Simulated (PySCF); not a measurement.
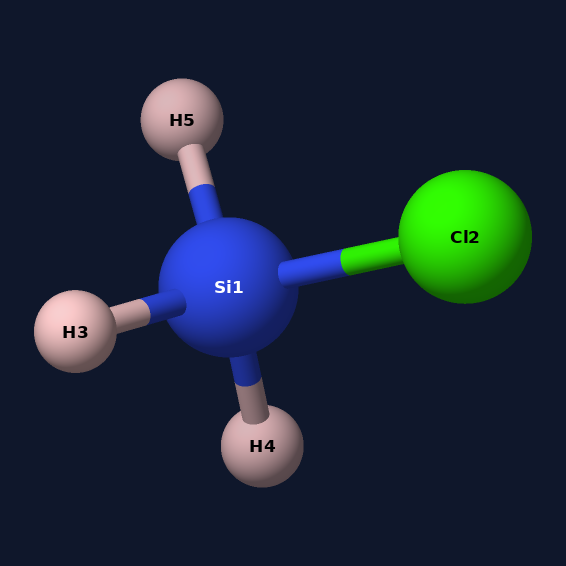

The geometry was computed by an optimisation with PBE0-D3(BJ)/def2-SVP. No frequency run is at hand to confirm it as a minimum. Level of theory: delta-SCF UKS SCAN, pcX-2 on the ionised atom (unc-x2c-TZVPall on a metal), pcseg-1 elsewhere, spin-free X2C (PySCF 2.14.0).

Give the core-electron binding energies (to vacuum; p and d levels without spin–orbit splitting) of Si1 1s, Si1 2p, Cl2 1s, Cl2 2p.

```
atom  level  binding energy (eV)
 Si1     1s               1848.1
 Si1     2p                108.4
 Cl2     1s               2828.8
 Cl2     2p                206.8
```
